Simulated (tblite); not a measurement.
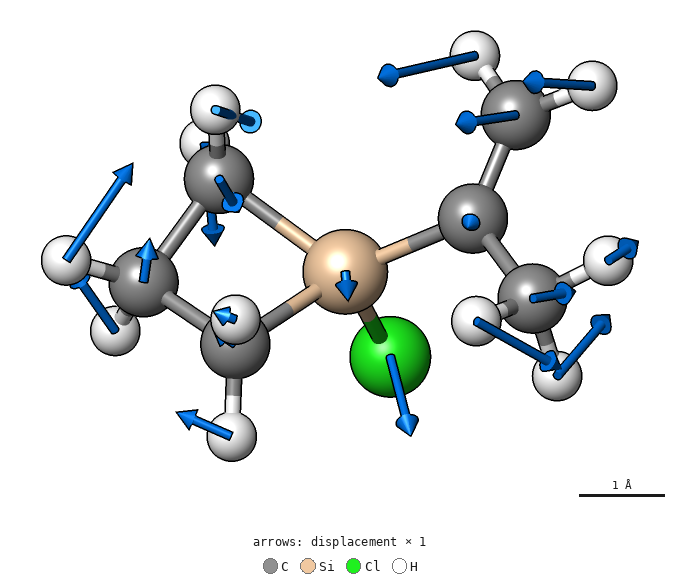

This is a relaxation of C$_{6}$H$_{11}$ClSi. The starting structure is drawn; blue arrows show the displacements, at their true length. The two geometries are superimposed by the best rigid fit.

Style: ball-and-stick. Shown from a free direction.

These are results of GFN2-xTB geometry optimisation, gas phase (tblite), not measurements. 

### What did the optimiser do to the structure, and how much energy did it gain?

An H atom moves most after the best rigid fit: 1.94 Å. Largest moves by element: H 1.94 Å, Cl 1.26 Å, C 1.20 Å, Si 0.39 Å. Near-neighbour distances that change, for instance: C–Si 1.819 → 1.893 Å, C–Si 1.865 → 1.913 Å, C–C 1.526 → 1.498 Å, C–C 1.570 → 1.543 Å. Bond angles that change, for instance: C–C–C 95.7° → 100.6°, Si–C–H 113.5° → 118.1°, C–C–H 114.3° → 111.0°. Groups turn about C–Si by about 70°, C–C by about 40°, C–C by about 40°. Over 196 geometry steps the energy falls by 32.6 kJ/mol. Cost: 1.5 s on 1 thread of Arm Neoverse V2, on a shared host.
